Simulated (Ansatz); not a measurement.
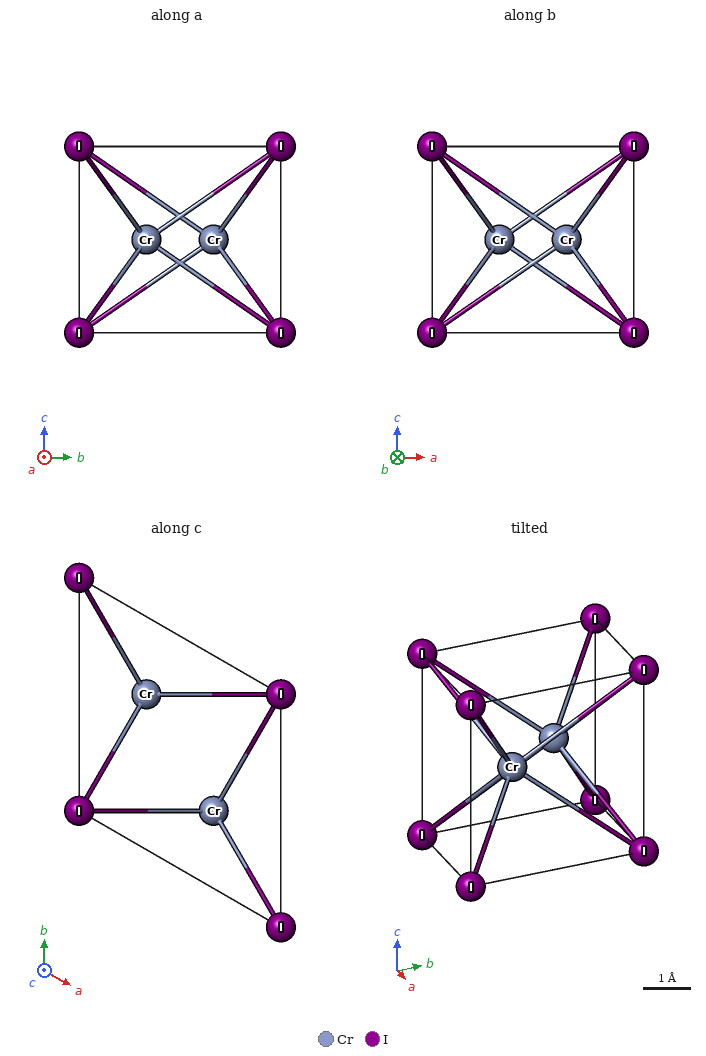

Ball-and-stick representation of a periodic structure, projected along the a axis, along the b axis, along the c axis and slightly off an axis. One conventional unit cell is outlined, and atoms on its boundary appear in each equivalent place.

Lattice parameters: a = 5.0078 Å, b = 5.0078 Å, c = 4.0037 Å, α = 90.000°, β = 90.000°, γ = 120.000°.

> Convert the drawing into a CIF with its space group and independent sites.

```cif
data_structure
_symmetry_space_group_name_H-M 'P 6/m m m'
_symmetry_Int_Tables_number 191
_cell_length_a 5.0078
_cell_length_b 5.0078
_cell_length_c 4.0037
_cell_angle_alpha 90.000
_cell_angle_beta 90.000
_cell_angle_gamma 120.000
_cell_volume 86.95
loop_
_atom_site_label
_atom_site_type_symbol
_atom_site_symmetry_multiplicity
_atom_site_Wyckoff_symbol
_atom_site_fract_x
_atom_site_fract_y
_atom_site_fract_z
_atom_site_occupancy
Cr1 Cr 2 d 0.3333 0.6667 0.5000 1
I1 I 1 a 0.0000 0.0000 0.0000 1
```

Its origin is a textbook structure type filled with these elements (whether it is the usual form wasn't checked). The final geometry of a relaxation with DFT r2SCAN, scalar-relativistic, plane waves, PAW in Ansatz is shown.
